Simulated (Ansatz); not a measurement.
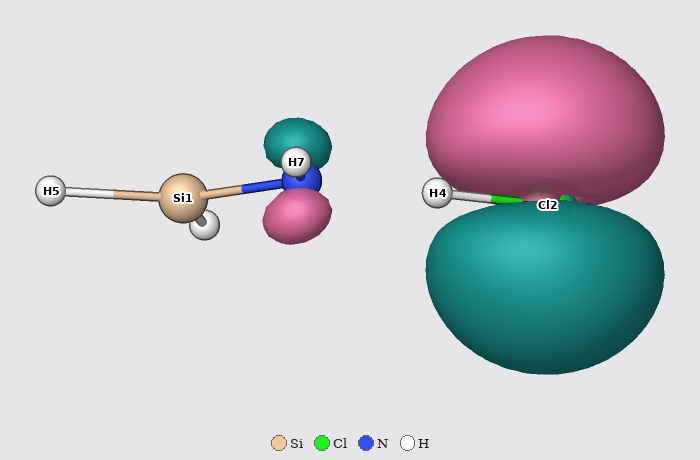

*H3NSi···HCl. The HOMO at ±0.1 Å⁻³ᐟ² (teal and pink are the two phases), seen from one side.*

The product side of a reaction path; geometry: PBE0-D4/def2-TZVP.

The calculation used Ansatz, RKS PBE0-D4/def2-TZVPP.

The calculation's input:

```
crystal:
  periodic: [false, false, false]
  atoms:
    - {symbol: Si, position_ang: [-0.260928, 0.623929, 0.947981]}
    - {symbol: Cl, position_ang: [1.067819, -2.259257, -1.385993]}
    - {symbol: N, position_ang: [-0.194494, 0.308383, -0.616081]}
    - {symbol: H, position_ang: [0.477345, -1.065874, -1.088895]}
    - {symbol: H, position_ang: [-0.835803, 1.831067, 1.590149]}
    - {symbol: H, position_ang: [0.299782, -0.369424, 1.879226]}
    - {symbol: H, position_ang: [-0.553721, 0.931275, -1.326288]}
basis:
  gaussian: {orbitals: def2-TZVPP}
hamiltonian: {xc: pbe0, dispersion: d4}
output: {orbitals: {seedname: orbitals}}
```

Launched as:

```sh
ansatz run in.yaml --threads 2 --pin off --events-out ev --progress --plain --max-ram 4352MiB
```

Describe this orbital and give its energy.

Answer. It lies mainly on Cl2 (about 95 %); it changes sign across the molecular plane (π type). Its energy is −7.71 eV.
